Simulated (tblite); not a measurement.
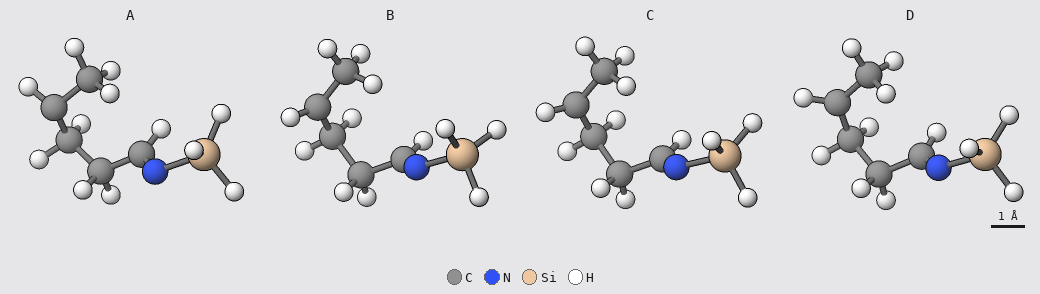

4 geometries from one relaxation of C$_{5}$H$_{12}$NSi (multiplicity 2), in shuffled order. Style: ball-and-stick. Shown from a free direction.

Computed with GFN2-xTB geometry optimisation, gas phase in tblite. 

Order the frames from highest to lowest energy.

A, D, C, B. They are steps 0, 28, 70, 145, at +91.3 kJ/mol, +8.12 kJ/mol, +1.86 kJ/mol relative to the last. An H atom moves most after the best rigid fit: 1.42 Å. Largest moves by element: H 1.42 Å, C 0.27 Å, N 0.16 Å, Si 0.08 Å. Near-neighbour distances that change, for instance: C–C 1.466 → 1.562 Å, N–Si 1.770 → 1.714 Å, C–H 1.140 → 1.093 Å, C–N 1.294 → 1.253 Å. Among the angles between lasting bonds that change: C–N–Si 122.0° → 134.9°, C–C–H 125.2° → 114.6°, C–C–H 109.2° → 118.8°. Over 145 geometry steps the energy falls by 91.3 kJ/mol.
